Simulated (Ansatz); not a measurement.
Consider AlH2N···HF.

Input file:

```
crystal:
  periodic: [false, false, false]
  atoms:
    - { symbol: Al, position_ang: [-0.3896, 0.5279, -0.5595] }
    - { symbol: F, position_ang: [-0.4633, -1.5768, -0.4189] }
    - { symbol: "N", position_ang: [0.783, 0.2271, 0.6517] }
    - { symbol: H, position_ang: [0.2393, -0.9599, 0.3516] }
    - { symbol: H, position_ang: [-1.3082, 1.2334, -1.5611] }
    - { symbol: H, position_ang: [1.1387, 0.5482, 1.5361] }
basis:
  gaussian: { orbitals: def2-SVPD }
hamiltonian:
  xc: pbe
relax:
  f_tol: 0.15
  max_steps: 25
  restrain:
    - { distance: [3, 1], at: 0.88, k: 30.0 }
    - { distance: [0, 1], at: 3.08, k: 30.0 }
    - { distance: [3, 2], at: 2.32, k: 30.0 }
output:
  orbitals: {}
```

Command:

```sh
ansatz run input.yaml --threads 2 --pin off --max-ram 3072MiB --backend cpu --events-out ev --progress --plain --runs-dir out
```

The fields are those of the run's last geometry, not of the input's.

Not at a stationary point (largest force 1.6 eV/Å).

All numbers below come from RKS PBE/def2-SVPD in Ansatz 0.2.0.

### Predict the electron density and electron localisation function between the atoms.

N3···H4 (2.31 Å): the density falls to about 0.1 e/Å³ on the way; the ELF dips to about 0.10 between them: a closed-shell contact with the geometry of a hydrogen bond.
Al–N (1.68 Å): the density is about 0.93 e/Å³ at the midpoint; the ELF peaks at about 0.85 in the valence shell of N, 0.6 Å from its nucleus, and is about 0.45 at the midpoint.
F–H (0.92 Å): the density is about 4.7 e/Å³ at the midpoint; the ELF climbs to about 1 towards the hydrogen, as it does in any bond to H (an ordinary covalent bond to hydrogen).
N–H (1.02 Å): the density is about 2.7 e/Å³ at the midpoint; the ELF climbs to about 1 towards the hydrogen; an ordinary covalent bond to hydrogen.

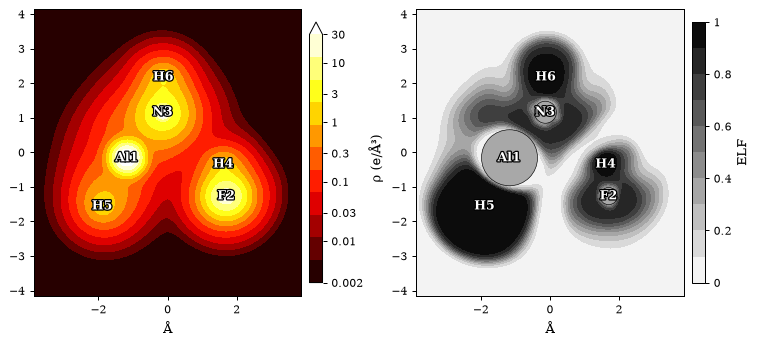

Computed electron density and electron localisation function on the molecular plane, in this order. Grey discs cover the atomic cores in the ELF map. 
